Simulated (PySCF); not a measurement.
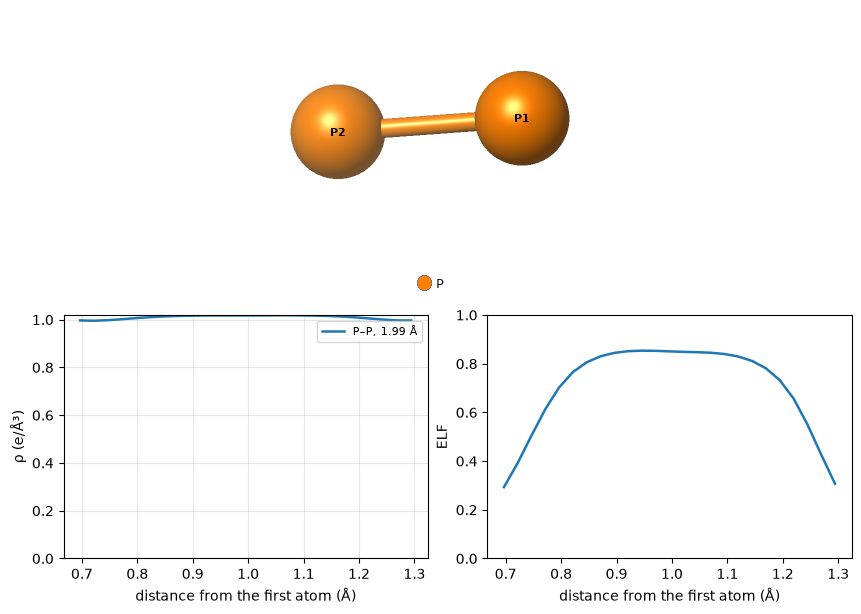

Figure 1: P$_{2}$ (charge −1, doublet). Electron density and electron localisation function along straight lines between neighbouring atoms. The curves leave out the atomic cores. The structure is drawn too.

These are results of PBE0/aug-cc-pVDZ-DK/X2C, spin-free X2C-1e, Gaussian nucleus, at a bond length of 1.991 Å (PySCF), not measurements.

```xyz
2

P     0.0000    0.0000   -0.9955
P     0.0000    0.0000    0.9955
```

### What kind of bonding do the profiles show?

P–P (1.99 Å): ρ is about 1 e/Å³ halfway; the ELF peaks at about 0.85 between the atoms: a covalent bond.
